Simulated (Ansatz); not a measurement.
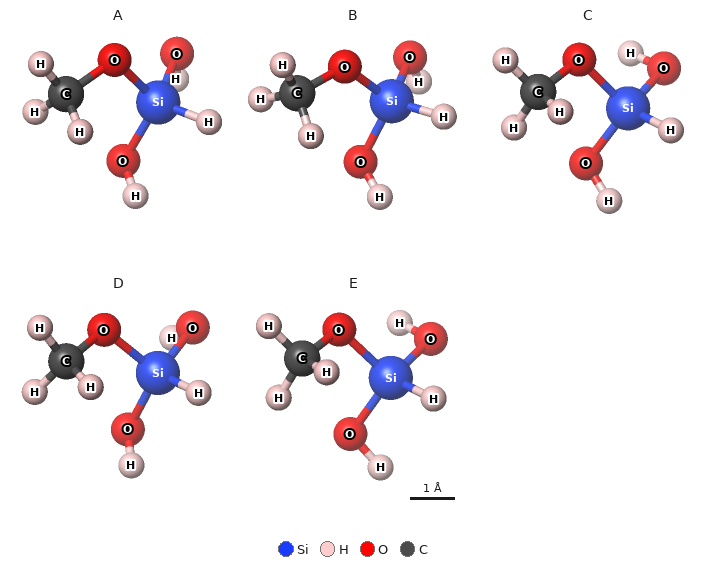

5 geometries from one relaxation of CH6O3Si, in shuffled order. The picture is a ball-and-stick view, seen from a free direction.

The run prepares the start of a later molecular dynamics calculation, from a guessed geometry.

Computed with RKS BLYP-D4/STO-3G (Ansatz 0.2.0). Settings: no spin polarisation; force threshold 0.02 eV/Å; at most 40 steps.

### Order the frames from highest to lowest energy.

B, A, D, C, E. They are steps 0, 5, 11, 16, 27, at +61.8 kJ/mol, +16.3 kJ/mol, +9.55 kJ/mol, +2.79 kJ/mol relative to the last. The largest move after the best rigid fit is that of an H atom, 0.96 Å. Largest moves by element: H 0.96 Å, O 0.59 Å, Si 0.20 Å, C 0.13 Å. Some distances before and after: C–O 1.420 → 1.484 Å, O–Si 1.679 → 1.739 Å, H–O 1.010 → 1.040 Å, C–H 1.110 → 1.122 Å. Among the angles between lasting bonds that change: Si–O–C 125.0° → 110.4°, Si–O–H 109.5° → 103.2°, Si–O–H 109.5° → 103.6°. Groups turn about O–Si by about 90°, O–Si by about 50°, O–Si by about 35°. Over 22 accepted moves (27 points after the start) the energy falls by 61.8 kJ/mol. The largest force component goes from 2.4 to 0.0099 eV/Å. The line search rejected the trial steps at points 4, 8, 12, 19, 24 of the run.

Limits of the set-up: STO-3G is a minimal basis, so the numbers are rough.
